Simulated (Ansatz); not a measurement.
**BLYP/6-31G(d) (spherical functions) run of C3H9BO3 (trimethyl borate)**

What is the electronic atomisation energy of C3H9BO3 (trimethyl borate) at BLYP/6-31G* (spherical functions)? 

The results are computed with Ansatz 0.2.0.

53 further runs of the same task are left out: 53 set aside as unsound or not needed.

### 1 The structure to begin with

C3H9BO3: 16 atoms, total charge 0, spin state singlet. As SMILES, `COB(OC)OC`. The shape is that of a PBE0-D4/def2-TZVP optimisation.

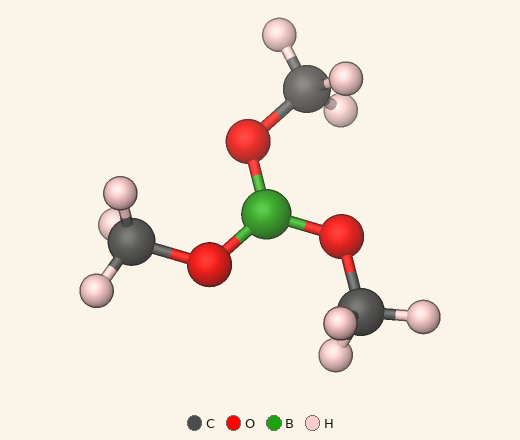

The structure, seen from a chosen angle (carbon dark grey, oxygen red, boron green, hydrogen pink).

### 2 A single-point energy at BLYP/6-31G(d) (spherical functions)

in.yaml reads:

```yaml
crystal:
  periodic: [false, false, false]
  atoms:
    - {symbol: C, position_ang: [0.495720, -0.646730, -2.262610]}
    - {symbol: O, position_ang: [-0.175840, 0.182850, -1.338690]}
    - {symbol: B, position_ang: [0.000140, 0.000100, 0.000000]}
    - {symbol: O, position_ang: [0.825800, -0.985800, 0.450290]}
    - {symbol: C, position_ang: [1.010960, -1.178550, 1.836440]}
    - {symbol: O, position_ang: [-0.650070, 0.802840, 0.888440]}
    - {symbol: C, position_ang: [-1.506700, 1.825270, 0.426170]}
    - {symbol: H, position_ang: [1.580410, -0.565040, -2.153520]}
    - {symbol: H, position_ang: [0.214930, -1.695090, -2.131270]}
    - {symbol: H, position_ang: [0.211110, -0.322610, -3.263990]}
    - {symbol: H, position_ang: [1.432620, -0.286900, 2.307940]}
    - {symbol: H, position_ang: [0.066710, -1.416360, 2.333400]}
    - {symbol: H, position_ang: [1.702440, -2.011880, 1.963760]}
    - {symbol: H, position_ang: [-0.965900, 2.546210, -0.192620]}
    - {symbol: H, position_ang: [-2.330740, 1.415550, -0.163930]}
    - {symbol: H, position_ang: [-1.911590, 2.336140, 1.300180]}
basis:
  gaussian:
    orbitals: 6-31G_st_-spherical.json
hamiltonian:
  xc: {name: BLYP}
output:
  orbitals: {seedname: orbitals}
accuracy: high
```

The basis set 6-31G* is read from a file made from the Basis Set Exchange's data (not shown).

Command:

```
$ ansatz run in.yaml --threads 1 --pin off --max-ram 3480MiB --events-out events.jsonl --progress --plain --runs-dir runs
```

Log:

```text
Warning: RAYON_NUM_THREADS=1 ignored (pool sized by the plan → 1); use --threads N
Functional definition: BLYP
  name "BLYP"
  parameter beta = 0.0042
  parameter a = 0.04918
  parameter b = 0.132
  parameter c = 0.2533
  parameter d = 0.349
  exchange = b88_x(beta = beta)
  correlation = lyp_c(a = a, b = b, c = c, d = d)
2909 factors; integrals over basis functions are off by at most 6.4e-9 eV
mean field evaluation 1: about -10061.0978 eV, gradient 8.1e1 eV
mean field evaluation 2: about -10041.2365 eV, gradient 1.3e2 eV
mean field evaluation 4: about -10074.6452 eV, gradient 5.6e0 eV
mean field evaluation 8: about -10074.7011 eV, gradient 4.4e-2 eV
mean field evaluation 16: about -10074.7011 eV, gradient 1.1e-5 eV
mean field -10074.70114811 eV, -370.2384383153 hartree, gradient 6.9e-8 eV, S^2 0.000000; 0 other end points of the search recorded, 0 dependent functions left out
reference -10074.70120961 eV, -370.2384405753 hartree; 28, 28 occupied and 88, 88 virtual orbitals, 2909 factors
Total energy: -10074.70120961 eV, -370.2384405753 hartree
```

It took 13 s on 1 thread of Arm Neoverse V2, shared host; peak memory 0.4 GiB.

### 3 The B atom, same level

in.yaml reads:

```yaml
crystal:
  periodic: [false, false, false]
  atoms:
    - {symbol: B, position_ang: [0.000000, 0.000000, 0.000000]}
basis:
  gaussian:
    orbitals: 6-31G_st_-spherical.json
magnetization:
  spin_polarized: true
  initial_magnetization: 1
hamiltonian:
  xc: {name: BLYP}
accuracy: high
```

The basis set 6-31G* is read from a file made from the Basis Set Exchange's data (not shown).

Command:

```
$ ansatz run in.yaml --threads 1 --pin off --max-ram 3480MiB --events-out events.jsonl --progress --plain --runs-dir runs
```

Log (excerpt; [...] marks lines left out):

```text
Warning: RAYON_NUM_THREADS=1 ignored (pool sized by the plan → 1); use --threads N
[... 9 set-up lines as earlier in the session ...]
96 factors; integrals over basis functions are off by at most 1.6e-9 eV
mean field evaluation 1: about -670.4581 eV, gradient 2.6e0 eV
mean field evaluation 2: about -670.5038 eV, gradient 6.7e-1 eV
mean field evaluation 4: about -670.5026 eV, gradient 2.2e-1 eV
mean field evaluation 8: about -670.5031 eV, gradient 1.3e-5 eV
mean field evaluation 16: about -670.4248 eV, gradient 3.5e0 eV
mean field evaluation 32: about -670.5031 eV, gradient 1.6e-3 eV
mean field evaluation 64: about -670.5030 eV, gradient 1.0e-1 eV
mean field -670.50312428 eV, -24.6405353338 hartree, gradient 7.0e-8 eV, S^2 0.751456; 3 other end points of the search recorded, 0 dependent functions left out
reference -670.50315441 eV, -24.6405364414 hartree; 3, 2 occupied and 11, 12 virtual orbitals, 96 factors
Total energy: -670.50315441 eV, -24.6405364414 hartree
```

Wall time 0.78 s (1 thread of Arm Neoverse V2, shared host).

### 4 The C atom at the same level

job.yaml reads:

```yaml
basis:
  gaussian:
    orbitals: 6-31G_st_-spherical.json
crystal:
  periodic: [false, false, false]
  atoms:
    - {symbol: C, position_ang: [0.000000, 0.000000, 0.000000]}
magnetization:
  spin_polarized: true
  initial_magnetization: 2
hamiltonian:
  xc: {name: BLYP}
accuracy: high
```

The basis set 6-31G* is read from a file made from the Basis Set Exchange's data (not shown).

Run the same way, it converges to -37.82999 Eh (log not shown).

### 5 The H atom, same level

input.yaml reads:

```yaml
crystal:
  periodic: [false, false, false]
  atoms:
    - {symbol: H, position_ang: [0.000000, 0.000000, 0.000000]}
basis:
  gaussian:
    orbitals: "6-31G*"
magnetization:
  spin_polarized: true
  initial_magnetization: 1
hamiltonian:
  xc: {name: BLYP}
accuracy: high
```

Command:

```
$ ansatz run input.yaml --threads 1 --pin off --max-ram 3480MiB --events-out events.jsonl --progress --plain --runs-dir runs
```

Log (excerpt; [...] marks lines left out):

```text
Warning: RAYON_NUM_THREADS=1 ignored (pool sized by the plan → 1); use --threads N
[... 9 set-up lines as earlier in the session ...]
3 factors; integrals over basis functions are off by at most 5.4e-10 eV
mean field evaluation 1: about -13.4819 eV, gradient 3.0e-1 eV
mean field evaluation 2: about -13.4827 eV, gradient 2.5e-2 eV
mean field evaluation 4: about -13.4818 eV, gradient 4.7e-6 eV
mean field evaluation 8: about -13.4818 eV, gradient 4.2e-8 eV
mean field -13.48175429 eV, -0.4954453319 hartree, gradient 4.2e-8 eV, S^2 0.750000; 0 other end points of the search recorded, 0 dependent functions left out
reference -13.48177882 eV, -0.4954462333 hartree; 1, 0 occupied and 1, 2 virtual orbitals, 3 factors
Total energy: -13.48177882 eV, -0.4954462333 hartree
```

Wall time 0.08 s (1 thread of Arm Neoverse V2, shared host).

### 6 The O atom

input.yaml reads:

```yaml
crystal:
  periodic: [false, false, false]
  atoms:
    - symbol: O
      position_ang: [0.000000, 0.000000, 0.000000]
basis:
  gaussian:
    orbitals: 6-31G_st_-spherical.json
magnetization:
  spin_polarized: true
  initial_magnetization: 2
hamiltonian:
  xc: {name: BLYP}
accuracy: high
```

The basis set 6-31G* is read from a file made from the Basis Set Exchange's data (not shown).

Command:

```
$ ansatz run input.yaml --threads 1 --pin off --max-ram 3480MiB --events-out events.jsonl --progress --plain --runs-dir runs
```

Log (excerpt; [...] marks lines left out):

```text
Warning: RAYON_NUM_THREADS=1 ignored (pool sized by the plan → 1); use --threads N
[... 9 set-up lines as earlier in the session ...]
96 factors; integrals over basis functions are off by at most 1.3e-9 eV
mean field evaluation 1: about -2041.8815 eV, gradient 7.4e0 eV
mean field evaluation 2: about -2041.9268 eV, gradient 6.7e0 eV
mean field evaluation 4: about -2042.0937 eV, gradient 5.1e-3 eV
mean field evaluation 8: about -2042.0935 eV, gradient 8.7e-5 eV
mean field evaluation 16: about -2042.0934 eV, gradient 8.7e-2 eV
mean field evaluation 32: about -2042.0924 eV, gradient 8.6e-2 eV
mean field evaluation 64: about -2042.0935 eV, gradient 4.1e-5 eV
mean field -2042.09349369 eV, -75.0455517125 hartree, gradient 1.3e-9 eV, S^2 2.001826; 8 other end points of the search recorded, 0 dependent functions left out
reference -2042.09350837 eV, -75.0455522518 hartree; 5, 3 occupied and 9, 11 virtual orbitals, 96 factors
Total energy: -2042.09350837 eV, -75.0455522518 hartree
```

Wall time 0.86 s (1 thread of Arm Neoverse V2, shared host).

### 7 Outcome

At BLYP/6-31G* (spherical functions):

| quantity | value |
| --- | --- |
| molecule: total energy | -370.23844 Eh |
| molecule: HOMO energy | -6.01 eV |
| molecule: LUMO energy | 1.72 eV |
| molecule: HOMO–LUMO gap | 7.73 eV |
| B atom: total energy | -24.64054 Eh |
| B atom: ⟨S²⟩ | 0.751 |
| C atom: total energy | -37.82999 Eh |
| C atom: ⟨S²⟩ | 2.002 |
| H atom: total energy | -0.49545 Eh |
| H atom: ⟨S²⟩ | 0.750 |
| O atom: total energy | -75.04555 Eh |
| O atom: ⟨S²⟩ | 2.002 |
| electronic atomisation energy | 68.362 eV |

Taking the molecule apart into free atoms costs 68.36 eV (6596 kJ/mol), before zero-point energy and without spin-orbit coupling.
